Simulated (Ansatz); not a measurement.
Given this structure:

```
CELL_PARAMETERS angstrom
5.01843 0.00000 -5.50950
-2.50922 -4.34609 -5.50950
-2.50922 4.34609 -5.50950
ATOMIC_POSITIONS crystal
Si 0.00000 0.00000 0.00000
Si 0.66784 0.69524 0.66684
Si 0.31629 0.29431 0.35202
Si 0.44194 0.95723 0.95469
Si 0.11673 0.61000 0.61305
Si 0.76407 0.26999 0.28251
Si 0.36299 0.93899 0.40811
Si 0.02899 0.54977 0.06738
Si 0.70417 0.24606 0.72834
O 0.97394 0.77796 0.07134
O 0.63341 0.47700 0.72390
O 0.43039 0.90727 0.18570
O 0.10893 0.52731 0.84434
O 0.77445 0.21339 0.50876
O 0.54777 0.29644 0.25721
O 0.23047 0.99542 0.91149
O 0.89876 0.68436 0.57506
O 0.51696 0.15583 0.84801
O 0.20724 0.80231 0.52969
O 0.82936 0.47417 0.17109
O 0.91755 0.09338 0.18852
O 0.59154 0.77585 0.86451
O 0.23848 0.42391 0.51634
O 0.88729 0.13421 0.82962
O 0.55314 0.84508 0.50344
O 0.19743 0.41336 0.18191
```

What does this file describe?

The stoichiometry is Si9O17. Symmetry: P1 (translations only). Atoms per cell: 26 (9 Si, 17 O). The coordination shell of O holds two Si at 1.62 to 1.65 Å. The bonds build a three-dimensional framework.

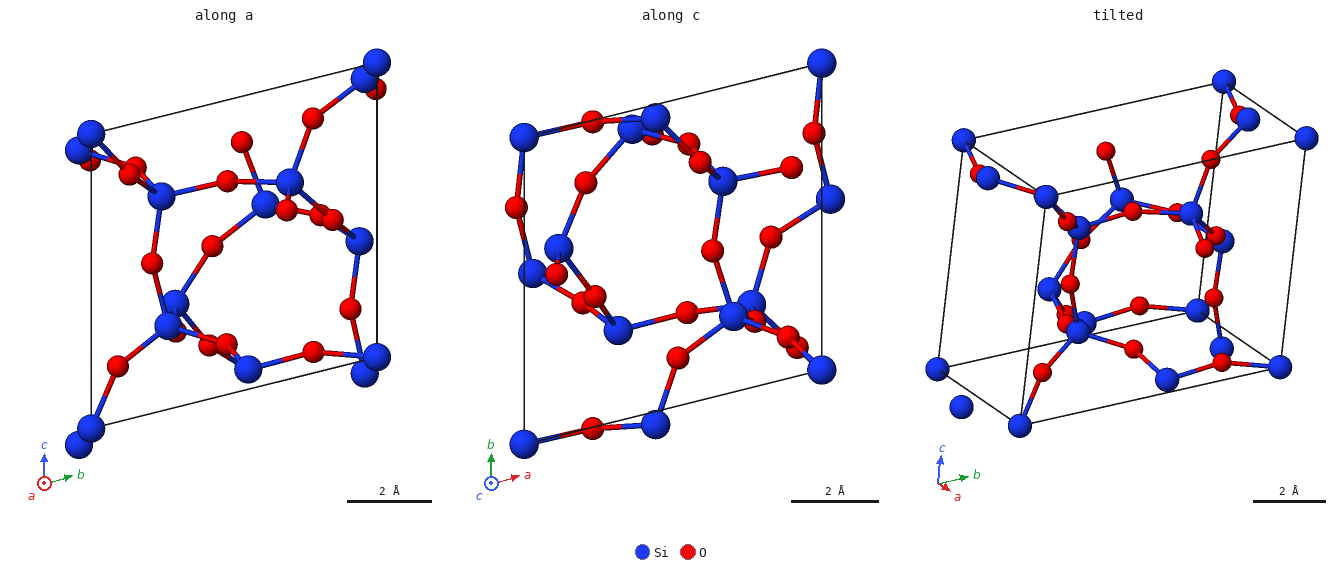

An orthographic ball-and-stick view of the structure, along the a axis, along the c axis and slightly off an axis. The edges of the simulation cell are marked. Colours: silicon blue, oxygen red.

It derives from a structure listed in the Materials Project, repeated into a supercell with a point defect put in. The atoms were relaxed in a fixed cell with DFT PBE, scalar-relativistic, plane waves, PAW in Ansatz 0.2.0.
